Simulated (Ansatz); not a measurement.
The figure comes from a scan of TiSi₂ (C49 type, space group Cmcm): one Si atom of a 6-atom cell moves by s along Cartesian [111], with its periodic images. Level of theory: r2SCAN (plane waves to 500 eV, PAW, scalar-relativistic; Ansatz, a quantum-chemistry and plane-wave program). k mesh 11×11×11 (Γ-centred), Fermi-Dirac smearing 0.05 eV. Left out: 1 of 11 points, with atoms too close for the PAW data. With partly filled bands, energies and forces of such displacements shift with the k mesh and the smearing. F∥ is the force on the atom along that direction. This is one of several known forms of TiSi2; the measured ambient cells at hand have space group No. 70. TiSi2 is run without spin polarisation. TiSi2 was relaxed with its symmetry unable to fall. 

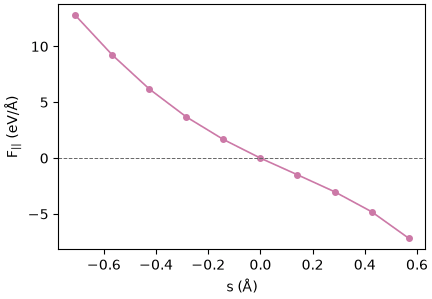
*F∥ (eV/Å) against s (Å); one marker a computed point.*

Task: Turn the plot into a table (rounded to what can be read).

Result: To the nearest 0.5:

| s (Å) | F∥ (eV/Å) |
|---|---|
| -0.710 | 13.0 |
| -0.568 | 9.0 |
| -0.426 | 6.0 |
| -0.284 | 3.5 |
| -0.142 | 1.5 |
| 0.000 | 0.0 |
| 0.142 | -1.5 |
| 0.284 | -3.0 |
| 0.426 | -5.0 |
| 0.568 | -7.0 |

(A displaced cell: forces are minus the slopes of the energy, force constants its curvatures, and phonons follow from these.)
